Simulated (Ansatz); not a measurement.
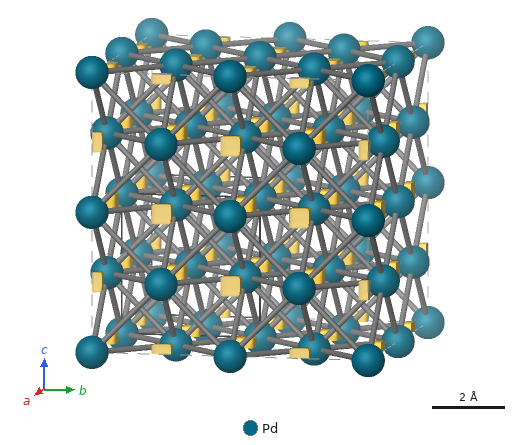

The yellow surface encloses the points that the centre of a probe sphere of radius 0.30 Å can occupy in Pd (Fm-3m), computed on a grid of about 0.11 Å (2×2×2 cells shown, view slightly off an axis; pale faces close the region where the box cuts it).

Atoms are hard spheres with touching radii (half the shortest distance): Pd 1.39 Å.

Source of the atomic positions: the geometry relaxed with Ansatz, DFT PBE, scalar-relativistic, plane waves, PAW.

```
Pd
1.0
     3.94238    0.00000    0.00000
     0.00000    3.94238    0.00000
     0.00000    0.00000    3.94238
Pd
4
Direct
  0.00000 0.00000 0.00000
  0.00000 0.50000 0.50000
  0.50000 0.00000 0.50000
  0.50000 0.50000 0.00000
```

Question: Describe the connectivity of the accessible space.

Answer: They are isolated pockets that do not connect across cells.

Question: What share of the cell can the probe's centre reach?

Answer: About 1.4 % of the volume (0.83 Å³ of 61.3 Å³).

Question: Give the largest included and the largest free sphere.

Answer: The largest sphere that fits anywhere has a diameter of 1.15 Å; the largest that can travel through the crystal, about 0.4 Å.

Question: How does the connectivity change as the probe shrinks?

Answer: Below a radius of about 0.22 Å the space forms a three-dimensional network. These are grid estimates, good to about 0.05 Å.
